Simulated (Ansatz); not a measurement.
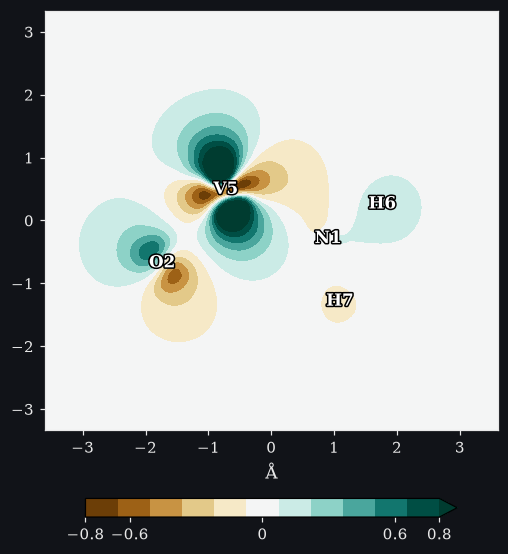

H$_{4}$NO$_{3}$V. The LUMO on the plane of atoms V5, N1 and H7 (values in Å⁻³ᐟ²; the overall sign is arbitrary).

Geometry: PBE0-D4/def2-SVP.

These are results of isolated molecule in a Gaussian basis; Kohn-Sham density functional theory, functional PBE0 in Ansatz 0.2.0, not measurements.

```xyz
9

N    -0.6054   -0.4821   -1.2860
O     1.5011    0.8451   -0.3172
O     0.6264   -1.1912    1.2776
O    -0.8199    1.2641    1.0585
V     0.2266    0.1404    0.1980
H    -1.4826   -0.9940   -1.2332
H    -0.2788   -0.3748   -2.2402
H     1.5401   -1.4595    1.4260
H    -0.6188    2.2058    1.0993
```

Question: Describe this orbital and give its energy.

Answer: Its weight (Hirshfeld) is mainly on V5 (about 70 %), O2 (about 10 %), O4 (about 5 %) and O3 (about 5 %). Its energy is −1.95 eV.
